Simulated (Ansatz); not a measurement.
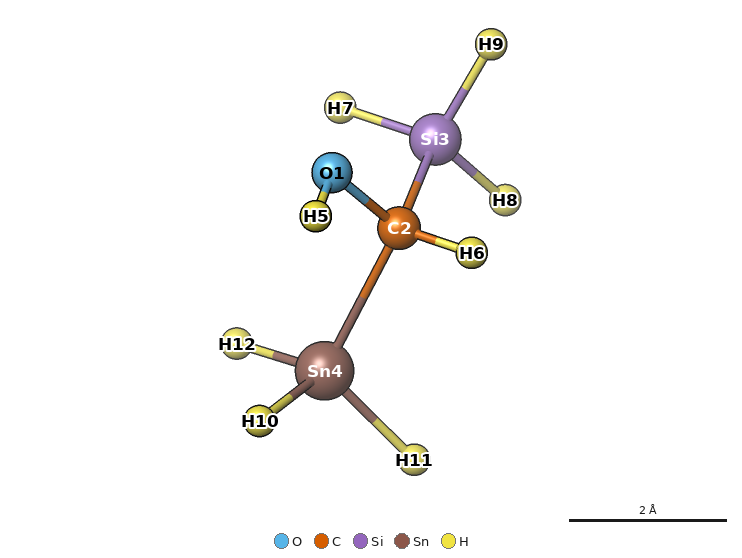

Orthographic view. Distant atoms are faded towards the background colour. The computed structure is the end point of a PBE0-D4/def2-TZVP optimisation. No frequency run is at hand to confirm it as a minimum.

List the bonded neighbours of every atom.

O1: C2, H5
C2: O1, Si3, Sn4, H6
Si3: C2, H7, H8, H9
Sn4: C2, H10, H11, H12
(terminal hydrogens appear only as neighbours)
